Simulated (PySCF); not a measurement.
C$_{2}$H$_{8}$FN$_{2}$Si (charge −1)

```yaml
atoms:
  - { symbol: C, position_ang: [-0.8054, -0.9534, 0.0142] }
  - { symbol: N, position_ang: [-0.1516, 0.3051, -0.1464] }
  - { symbol: C, position_ang: [-1.1038, 1.3724, -0.2217] }
  - { symbol: Si, position_ang: [1.6639, 0.5655, -0.1185] }
  - { symbol: N, position_ang: [1.9084, -1.1834, 0.4768] }
  - { symbol: F, position_ang: [1.3351, 2.2047, -0.8038] }
  - { symbol: H, position_ang: [-1.7129, -1.0132, -0.6270] }
  - { symbol: H, position_ang: [-0.1454, -1.7832, -0.2796] }
  - { symbol: H, position_ang: [-1.1589, -1.1600, 1.0544] }
  - { symbol: H, position_ang: [-0.5710, 2.3187, -0.3718] }
  - { symbol: H, position_ang: [-1.7357, 1.4471, 0.6964] }
  - { symbol: H, position_ang: [-1.8210, 1.2370, -1.0660] }
  - { symbol: H, position_ang: [1.3909, -1.9956, 0.8355] }
  - { symbol: H, position_ang: [2.9076, -1.3618, 0.5576] }
```

Geometry: PBE0-D3(BJ)/def2-SVP.

Level of theory: PySCF, PBE0/pcSseg-1, SCF density, gas phase, non-relativistic.

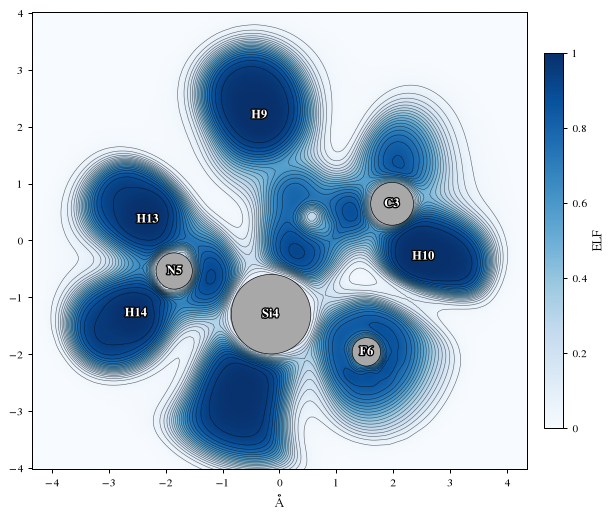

Figure 1. ELF on the plane of atoms Si4, N5 and H13. Grey discs cover the atomic cores.

Q: What do the fields say about this system?

A: The plane passes through C, Si, N, F and H nuclei.
Si–F (1.81 Å): the ELF peaks at about 0.85 in the valence shell of F, 0.5 Å from its nucleus, and is about 0.45 at the midpoint.
Si–N (1.86 Å): the ELF peaks at about 0.90 between the atoms (a polar covalent bond).
N–H (1.02 Å): the ELF climbs to about 1 towards the hydrogen, as it does in any bond to H: an ordinary covalent bond to hydrogen.
C–H (1.10 Å): the ELF climbs to about 1 towards the hydrogen (a covalent bond by its length).
The ELF also peaks beside F6, away from the bonds: lone-pair regions.

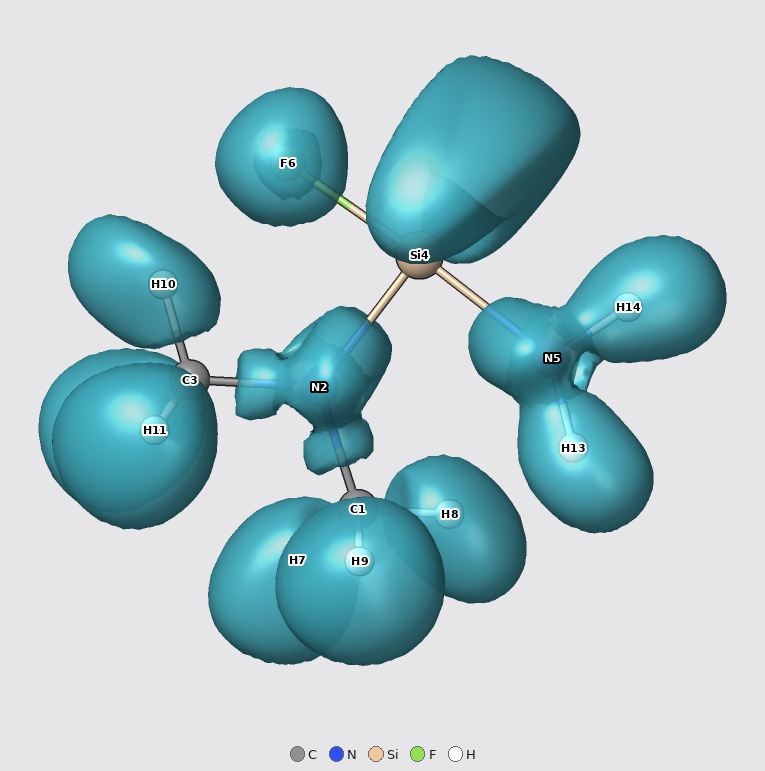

Figure 2. Isosurface of the ELF at 0.75 (cyan), seen across its widest extent. Core shells and regions of very low density are left out.

Q: Identify the bonds, lone pairs and shells in this picture.

A: The surface consists of six regions around hydrogen nuclei, one region on N in which the atom's valence shell and bonds are merged, one lobe on Si, pointing away from the bonds (lone pairs), one region wrapped around F (its lone pairs, merged into a ring or cap) and one joined region spread over several atoms (H, N), in which their bonds and any lone pairs are merged. Along the contacts the grid gives the following. C–N (1.43 Å): the ELF peaks at about 0.95 between the atoms (localised, covalent bonding).
